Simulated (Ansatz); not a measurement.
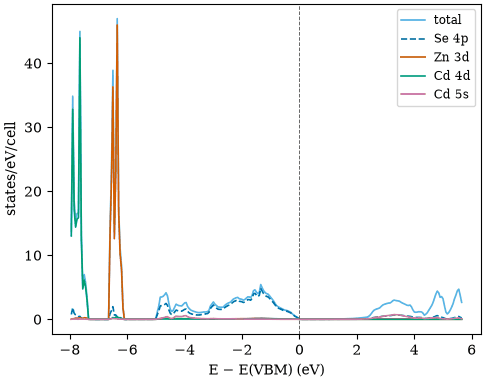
Fig. 1. Total and projected density of states of ZnCdSe2 in space group P3m1 (No. 156; Zn on 1a, Cd on 1c, Se on 1c, Se on 1a), the program Ansatz at the PBEsol level (PAW)

Question: Which orbitals carry the states next to the gap?

Answer: Top 1 eV of the valence band: Se 4p 90 %. Bottom 1 eV of the conduction band: Zn 4s 35 %, Se 4p 23 %, Cd 5s 19 %, Se 4s 18 %. Projections are on Löwdin-orthogonalised atomic valence shells; empty p or d shells of many metals are not among them.

Question: Where is the tallest occupied peak in this window, and what makes it?

Answer: Near -6.3 eV, about 47 states/eV per cell; the largest projected share is Zn 3d.

The first step of the workflow began from a Materials Project structure, measured or hypothetical; the Crystallography Open Database copy checked does not list it. Its standing as an ambient phase is unchecked. Symmetry was held in the PBEsol relaxation; of distortions, only those at the zone centre were tested. Scalar-relativistic: spin–orbit coupling is off unless named, which matters more the heavier the elements.

Potentials: the later of the program's two PAW sets.
